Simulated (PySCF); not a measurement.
# Tl2H6: other functionals and bases at one geometry

Aim: see how levels, charges and forces of Tl2H6 depend on the level of theory. The structure is generated, not taken from experiment.

Computed with PySCF 2.14.0. Level: several levels, as the steps say, no spin–orbit coupling.

1 further run of the same task is left out (for a known fault of the program).

**1. Starting geometry**

8 atoms, charge 0, spin multiplicity 1.

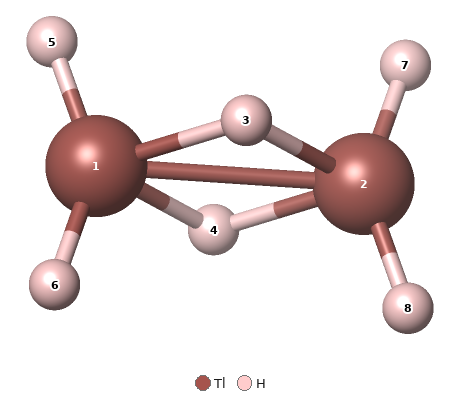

The geometry (thallium brown, hydrogen pink); atoms are numbered from 1 in the order of the file.

Coordinates:

```
Tl    0.0000    0.0000    1.5800
Tl    0.0000    0.0000   -1.5800
H     1.2938    0.0000    0.0000
H    -1.2938    0.0000    0.0000
H     0.0000    1.6374    2.0893
H     0.0000   -1.6374    2.0893
H     0.0000    1.6374   -2.0893
H     0.0000   -1.6374   -2.0893
```

Formal oxidation states: Tl +3. An earlier session relaxed this geometry at B3LYP, Tl def2-SVP with ECP60, H def2-SVP (singlet, point group D2h).

At B3LYP on the finer grid: E = -348.621043 Eh, HOMO -7.55 eV, LUMO -1.47 eV, Mulliken charge on Tl1 +0.22 e, largest force component 0.013 eV/Å. 

Levels to run: HF; BLYP; wB97X; revPBE; B3LYP, TZVP; B3LYP, x2c-SVP. Hardware: 2 threads of Arm Neoverse V1, shared host.

**2. HF**

The input, run.py (the lines that set the calculation):

```python
mol = gto.M(atom='''
Tl     0.00000     0.00000     1.58003
Tl     0.00000     0.00000    -1.58003
H      1.29383     0.00000     0.00000
H     -1.29383     0.00000     0.00000
H      0.00000     1.63735     2.08934
H      0.00000    -1.63735     2.08934
H      0.00000     1.63735    -2.08934
H      0.00000    -1.63735    -2.08934''',
    basis={'Tl': 'def2-SVP', 'H': 'def2-SVP'},
    ecp={'Tl': 'def2-SVP'},
    charge=0, spin=0)
mf = scf.RHF(mol)
mf = mf.density_fit()  # fitting sets: Tl def2-universal-JKFIT, H def2-universal-JKFIT
mf.conv_tol = 1e-08; mf.max_cycle = 55
mf.kernel(dm0)  # dm0: the density of the relaxed state
```

Launch:

```sh
$ OMP_NUM_THREADS=2 python run.py
```

What it wrote:

```text
init E= -346.315045423866
  HOMO = -0.368092475061472  LUMO = 0.0479246124649402  gap/eV = 11.32040
cycle= 1 E= -346.342197534894  delta_E= -0.0272  |g|= 0.0617  |ddm|= 0.632
  HOMO = -0.3763176261231  LUMO = 0.0469859460953179  gap/eV = 11.51868
cycle= 2 E= -346.34458507206  delta_E= -0.00239  |g|= 0.0188  |ddm|= 0.164
  HOMO = -0.378655979880167  LUMO = 0.0467369762469438  gap/eV = 11.57553
cycle= 3 E= -346.344872963653  delta_E= -0.000288  |g|= 0.00156  |ddm|= 0.07
  HOMO = -0.378675424338393  LUMO = 0.0468813970866808  gap/eV = 11.57999
cycle= 4 E= -346.344874821091  delta_E= -1.86e-06  |g|= 0.00039  |ddm|= 0.0055
  HOMO = -0.378703790696291  LUMO = 0.046872217497989  gap/eV = 11.58051
cycle= 5 E= -346.344874899041  delta_E= -7.79e-08  |g|= 8.15e-05  |ddm|= 0.000999
  HOMO = -0.378688913121837  LUMO = 0.0468825025987876  gap/eV = 11.58039
cycle= 6 E= -346.34487490395  delta_E= -4.91e-09  |g|= 1.4e-05  |ddm|= 0.000277
  HOMO = -0.378696744702054  LUMO = 0.0468799996658884  gap/eV = 11.58053
Extra cycle  E= -346.344874904067  delta_E= -1.17e-10  |g|= 4.87e-06  |ddm|= 3.2e-05
converged SCF energy = -346.344874904067
```

Run time: 2.2 s. Hardware: 2 threads of Arm Neoverse V1, shared host.

Result: E = -346.344875 Eh, HOMO -10.30 eV, LUMO 1.28 eV, Mulliken charge on Tl1 +0.45 e, largest force component 0.145 eV/Å. 

**3. BLYP**

Edit run.py (the lines that set the calculation) of step 2 so:

```diff
@@ -12,3 +12,4 @@
     charge=0, spin=0)
-mf = scf.RHF(mol)
+mf = dft.RKS(mol, xc='BLYP')
+mf.grids.atom_grid = (75, 302)
 mf = mf.density_fit()  # fitting sets: Tl def2-universal-JKFIT, H def2-universal-JKFIT
```

Launch:

```sh
$ OMP_NUM_THREADS=2 python run.py
```

What it wrote:

```text
init E= -348.412800616892
  HOMO = -0.239834268856535  LUMO = -0.0669325941622114  gap/eV = 4.70489
cycle= 1 E= -348.414790595549  delta_E= -0.00199  |g|= 0.0165  |ddm|= 0.219
  HOMO = -0.241978068348482  LUMO = -0.0683431435412736  gap/eV = 4.72485
cycle= 2 E= -348.41478357992  delta_E= 7.02e-06  |g|= 0.0164  |ddm|= 0.0479
  HOMO = -0.240425767623186  LUMO = -0.0673029401619187  gap/eV = 4.71091
cycle= 3 E= -348.414852424676  delta_E= -6.88e-05  |g|= 0.00165  |ddm|= 0.0283
  HOMO = -0.24070195723788  LUMO = -0.0674421656110997  gap/eV = 4.71464
cycle= 4 E= -348.414853611154  delta_E= -1.19e-06  |g|= 0.000275  |ddm|= 0.0037
  HOMO = -0.240646211275291  LUMO = -0.0674405300653786  gap/eV = 4.71317
cycle= 5 E= -348.414853648741  delta_E= -3.76e-08  |g|= 5.95e-05  |ddm|= 0.000589
  HOMO = -0.24065661064123  LUMO = -0.0674418130592054  gap/eV = 4.71341
cycle= 6 E= -348.414853650461  delta_E= -1.72e-09  |g|= 6.23e-06  |ddm|= 0.000106
  HOMO = -0.240655482343736  LUMO = -0.0674409065176995  gap/eV = 4.71341
Extra cycle  E= -348.414853650472  delta_E= -1.07e-11  |g|= 4.79e-06  |ddm|= 2.23e-05
converged SCF energy = -348.414853650472
```

It took 5.1 s on 2 threads of Arm Neoverse V1, shared host.

Read off: E = -348.414854 Eh, HOMO -6.55 eV, LUMO -1.84 eV, Mulliken charge on Tl1 +0.18 e, largest force component 0.202 eV/Å. 

**4. wB97X**

Edit run.py (the lines that set the calculation) of step 3 so:

```diff
@@ -12,3 +12,3 @@
     charge=0, spin=0)
-mf = dft.RKS(mol, xc='BLYP')
+mf = dft.RKS(mol, xc='WB97X')
 mf.grids.atom_grid = (75, 302)
```

Launch:

```sh
$ OMP_NUM_THREADS=2 python run.py
```

What it wrote:

```text
init E= -348.556411475796
  HOMO = -0.363639239704462  LUMO = 0.0164284302931961  gap/eV = 10.34217
cycle= 1 E= -348.561135011403  delta_E= -0.00472  |g|= 0.0199  |ddm|= 0.243
  HOMO = -0.365739307891408  LUMO = 0.0163338177165357  gap/eV = 10.39674
cycle= 2 E= -348.561447490167  delta_E= -0.000312  |g|= 0.00561  |ddm|= 0.0611
  HOMO = -0.365556647197506  LUMO = 0.0167259769159642  gap/eV = 10.40244
cycle= 3 E= -348.561475301102  delta_E= -2.78e-05  |g|= 0.00128  |ddm|= 0.0246
  HOMO = -0.36579806605427  LUMO = 0.0166143108842585  gap/eV = 10.40597
cycle= 4 E= -348.561475776125  delta_E= -4.75e-07  |g|= 0.000167  |ddm|= 0.00212
  HOMO = -0.36577551859662  LUMO = 0.0166468771168473  gap/eV = 10.40624
cycle= 5 E= -348.561475800473  delta_E= -2.43e-08  |g|= 1.99e-05  |ddm|= 0.000772
  HOMO = -0.365772496954074  LUMO = 0.0166475456623871  gap/eV = 10.40618
cycle= 6 E= -348.561475800853  delta_E= -3.8e-10  |g|= 4.65e-06  |ddm|= 7.6e-05
  HOMO = -0.365774724854397  LUMO = 0.0166470384661137  gap/eV = 10.40623
Extra cycle  E= -348.561475800868  delta_E= -1.44e-11  |g|= 1.56e-06  |ddm|= 1.25e-05
converged SCF energy = -348.561475800868
```

Run time: 6.2 s. Hardware: 2 threads of Arm Neoverse V1, shared host.

Read off: E = -348.561476 Eh, HOMO -9.95 eV, LUMO 0.45 eV, Mulliken charge on Tl1 +0.26 e, largest force component 0.257 eV/Å. 

**5. revPBE**

Edit run.py (the lines that set the calculation) of step 4 so:

```diff
@@ -12,3 +12,3 @@
     charge=0, spin=0)
-mf = dft.RKS(mol, xc='WB97X')
+mf = dft.RKS(mol, xc='PBE_R,PBE')
 mf.grids.atom_grid = (75, 302)
```

Launch:

```sh
$ OMP_NUM_THREADS=2 python run.py
```

What it wrote:

```text
init E= -348.646908040339
  HOMO = -0.243887434453439  LUMO = -0.0686342443072823  gap/eV = 4.76888
cycle= 1 E= -348.648510175926  delta_E= -0.0016  |g|= 0.0114  |ddm|= 0.244
  HOMO = -0.242236655000446  LUMO = -0.0663340958301539  gap/eV = 4.78655
cycle= 2 E= -348.648536920096  delta_E= -2.67e-05  |g|= 0.00837  |ddm|= 0.0382
  HOMO = -0.242967145850937  LUMO = -0.0671051783098271  gap/eV = 4.78545
cycle= 3 E= -348.64856290367  delta_E= -2.6e-05  |g|= 0.00288  |ddm|= 0.0201
  HOMO = -0.242644379444045  LUMO = -0.0669609381626106  gap/eV = 4.78059
cycle= 4 E= -348.648565015804  delta_E= -2.11e-06  |g|= 0.000213  |ddm|= 0.00451
  HOMO = -0.242717029884613  LUMO = -0.0669843637152701  gap/eV = 4.78193
cycle= 5 E= -348.648565040309  delta_E= -2.45e-08  |g|= 6.44e-05  |ddm|= 0.000504
  HOMO = -0.24270945224686  LUMO = -0.0669854928828197  gap/eV = 4.78169
cycle= 6 E= -348.648565042094  delta_E= -1.79e-09  |g|= 8.93e-06  |ddm|= 0.000122
  HOMO = -0.242708103519504  LUMO = -0.066983687974453  gap/eV = 4.78170
Extra cycle  E= -348.648565042099  delta_E= -4.77e-12  |g|= 9.35e-06  |ddm|= 3.82e-05
converged SCF energy = -348.648565042099
```

Wall time 5.3 s (2 threads of Arm Neoverse V1, shared host).

Read off: E = -348.648565 Eh, HOMO -6.60 eV, LUMO -1.82 eV, Mulliken charge on Tl1 +0.16 e, largest force component 0.129 eV/Å. 

**6. B3LYP, TZVP**

Basis: Tl def2-TZVP with ECP60, H def2-TZVP. 

Edit run.py (the lines that set the calculation) of step 5 so:

```diff
@@ -9,6 +9,6 @@
 H      0.00000    -1.63735    -2.08934''',
-    basis={'Tl': 'def2-SVP', 'H': 'def2-SVP'},
-    ecp={'Tl': 'def2-SVP'},
+    basis={'Tl': 'def2-TZVP', 'H': 'def2-TZVP'},
+    ecp={'Tl': 'def2-TZVP'},
     charge=0, spin=0)
-mf = dft.RKS(mol, xc='PBE_R,PBE')
+mf = dft.RKS(mol, xc='B3LYP')
 mf.grids.atom_grid = (75, 302)
@@ -16,2 +16,2 @@
 mf.conv_tol = 1e-08; mf.max_cycle = 55
-mf.kernel(dm0)  # dm0: the density of the relaxed state
+mf.kernel(dm0)  # dm0: free metal ions and neutral atoms
```

Launch:

```sh
$ OMP_NUM_THREADS=2 python run.py
```

What it wrote:

```text
init E= -348.759569573193
  HOMO = -0.241731676049856  LUMO = -0.0503201799924531  gap/eV = 5.20857
cycle= 1 E= -348.633051273741  delta_E= 0.127  |g|= 0.186  |ddm|= 2.65
  HOMO = -0.281295724636268  LUMO = -0.0595326522735787  gap/eV = 6.03448
cycle= 2 E= -348.644003876041  delta_E= -0.011  |g|= 0.103  |ddm|= 0.488
  HOMO = -0.280139573170146  LUMO = -0.0556327388329647  gap/eV = 6.10914
cycle= 3 E= -348.646445252522  delta_E= -0.00244  |g|= 0.0211  |ddm|= 0.15
  HOMO = -0.280445980014313  LUMO = -0.0561958750512055  gap/eV = 6.10216
cycle= 4 E= -348.646538640502  delta_E= -9.34e-05  |g|= 0.00513  |ddm|= 0.0318
  HOMO = -0.279120250982808  LUMO = -0.0556243617436829  gap/eV = 6.08163
cycle= 5 E= -348.646544557359  delta_E= -5.92e-06  |g|= 0.00257  |ddm|= 0.01
  HOMO = -0.279451010524223  LUMO = -0.0556806773211642  gap/eV = 6.08910
cycle= 6 E= -348.646546022664  delta_E= -1.47e-06  |g|= 0.000478  |ddm|= 0.00212
  HOMO = -0.279545571008694  LUMO = -0.0557239798129432  gap/eV = 6.09050
cycle= 7 E= -348.646546080102  delta_E= -5.74e-08  |g|= 3.28e-05  |ddm|= 0.000678
  HOMO = -0.279542485866916  LUMO = -0.0557260017486216  gap/eV = 6.09036
cycle= 8 E= -348.64654608051  delta_E= -4.08e-10  |g|= 3e-06  |ddm|= 7e-05
  HOMO = -0.279541828118865  LUMO = -0.0557253629498007  gap/eV = 6.09036
Extra cycle  E= -348.646546080511  delta_E= -1.19e-12  |g|= 2.96e-06  |ddm|= 1.02e-05
converged SCF energy = -348.646546080511
```

It took 12 s on 2 threads of Arm Neoverse V1, shared host.

Read off: E = -348.646546 Eh, HOMO -7.61 eV, LUMO -1.52 eV, Mulliken charge on Tl1 +0.32 e, largest force component 0.107 eV/Å. 

**7. B3LYP, x2c-SVP**

Basis: Tl x2c-SVPall, H x2c-SVPall. All electrons are treated, with the spin-free X2C Hamiltonian.

The input, run.py (the lines that set the calculation):

```python
mol = gto.M(atom='''
Tl     0.00000     0.00000     1.58003
Tl     0.00000     0.00000    -1.58003
H      1.29383     0.00000     0.00000
H     -1.29383     0.00000     0.00000
H      0.00000     1.63735     2.08934
H      0.00000    -1.63735     2.08934
H      0.00000     1.63735    -2.08934
H      0.00000    -1.63735    -2.08934''',
    basis={'Tl': 'x2c-SVPall', 'H': 'x2c-SVPall'},
    nucmod='G',
    charge=0, spin=0)
mf = dft.RKS(mol, xc='B3LYP')
mf.grids.atom_grid = (99, 590)
mf = mf.density_fit()  # fitting sets: Tl AutoAux, H AutoAux
mf = mf.sfx2c1e()
mf.conv_tol = 1e-08; mf.max_cycle = 55
mf.kernel(dm0)  # dm0: free metal ions and neutral atoms
```

Launch:

```sh
$ OMP_NUM_THREADS=2 python run.py
```

What it wrote:

```text
init E= -40500.9854582
  HOMO = -0.24181028133549  LUMO = -0.0474250098566875  gap/eV = 5.28949
cycle= 1 E= -40500.6511298325  delta_E= 0.334  |g|= 0.175  |ddm|= 3.06
  HOMO = -0.280723596754373  LUMO = -0.0582008175558711  gap/eV = 6.05515
cycle= 2 E= -40500.6602480826  delta_E= -0.00912  |g|= 0.108  |ddm|= 0.552
  HOMO = -0.279254598896938  LUMO = -0.0544711860516642  gap/eV = 6.11667
cycle= 3 E= -40500.6624420217  delta_E= -0.00219  |g|= 0.0181  |ddm|= 0.166
  HOMO = -0.280004294976258  LUMO = -0.0550453382108311  gap/eV = 6.12145
cycle= 4 E= -40500.6625112971  delta_E= -6.93e-05  |g|= 0.00508  |ddm|= 0.034
  HOMO = -0.27882797216988  LUMO = -0.0545396783335366  gap/eV = 6.10320
cycle= 5 E= -40500.6625179301  delta_E= -6.63e-06  |g|= 0.00186  |ddm|= 0.0108
  HOMO = -0.279086245977807  LUMO = -0.0545887804592025  gap/eV = 6.10889
cycle= 6 E= -40500.6625186668  delta_E= -7.37e-07  |g|= 0.000412  |ddm|= 0.00188
  HOMO = -0.279158427320021  LUMO = -0.0546281635879411  gap/eV = 6.10978
cycle= 7 E= -40500.6625187071  delta_E= -4.03e-08  |g|= 3.63e-05  |ddm|= 0.000675
  HOMO = -0.279150569441359  LUMO = -0.0546278796340456  gap/eV = 6.10957
cycle= 8 E= -40500.6625187077  delta_E= -5.53e-10  |g|= 2.88e-06  |ddm|= 7.37e-05
  HOMO = -0.279150519745129  LUMO = -0.0546275205624585  gap/eV = 6.10958
Extra cycle  E= -40500.6625187078  delta_E= -6.55e-11  |g|= 3.02e-06  |ddm|= 1.13e-05
converged SCF energy = -40500.6625187078
```

It took 51 s on 2 threads of Arm Neoverse V1, shared host.

Result: E = -40500.662519 Eh, HOMO -7.60 eV, LUMO -1.49 eV, Mulliken charge on Tl1 +0.35 e, largest force component 0.298 eV/Å. 

**8. Results**

| level | state | HOMO (eV) | gap (eV) | charge on Tl1 (e) | dipole (D) | largest force (eV/Å) | basis functions | time |
| --- | --- | --- | --- | --- | --- | --- | --- | --- |
| B3LYP (relaxed here) | singlet | -7.55 | 6.08 | 0.22 | 0.00 | 0.01 | 82 | 11 s |
| HF | singlet | -10.30 | 11.58 | 0.45 | 0.00 | 0.14 | 82 | 2.2 s |
| BLYP | singlet | -6.55 | 4.71 | 0.18 | 0.00 | 0.20 | 82 | 5.1 s |
| wB97X | singlet | -9.95 | 10.41 | 0.26 | 0.00 | 0.26 | 82 | 6.2 s |
| revPBE | singlet | -6.60 | 4.78 | 0.16 | 0.00 | 0.13 | 82 | 5.3 s |
| B3LYP, TZVP | singlet | -7.61 | 6.09 | 0.32 | 0.00 | 0.11 | 136 | 12 s |
| B3LYP, x2c-SVP | singlet | -7.60 | 6.11 | 0.35 | 0.00 | 0.30 | 154 | 51 s |

Times are on 2 threads of Arm Neoverse V1, shared host; the first row also made further properties.

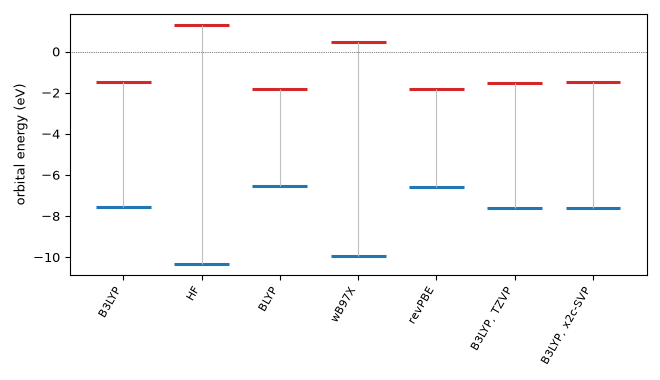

Highest filled and lowest empty level, method by method.

In one basis the HOMO–LUMO gap runs from 4.71 eV (BLYP) to 11.58 eV (HF). The largest leftover force, 0.30 eV/Å with B3LYP, x2c-SVP, stands at a geometry relaxed at another level. The Mulliken charge on Tl spans +0.16 to +0.45 e over the levels. Total energies of different levels can't be compared. Spin–orbit coupling is left out throughout.
